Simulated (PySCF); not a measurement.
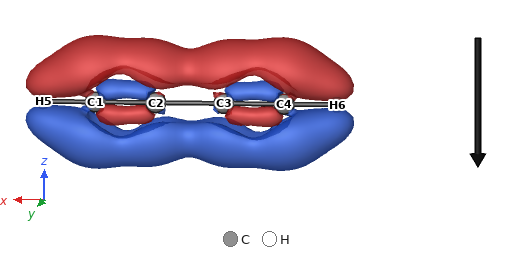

Figure 1: C₄H₂, SMILES `C#CC#C`. Change of the electron density in a uniform field of 0.10 V/Å along −z (arrow), surfaces at ±0.0005 e/Å³ (red: gain, blue: loss).

Level of theory: PBE/def2-SVP (PySCF), at a geometry from GFN2-xTB. No frequency check shows the geometry to be a minimum. A basis without diffuse functions makes polarisabilities too small.

The field was applied in both directions; the picture shows the one opposite to the script's first.

How large is the response?

Answer. The induced dipole is 0.09 D (along the field); α along this axis, from the fields in both directions, is 17 bohr³ (2.5 Å³).

Run time: 5.6 s on 1 thread of Intel(R) Xeon(R) 6975P-C (Granite Rapids) (shared host), peak memory 0.31 GiB.
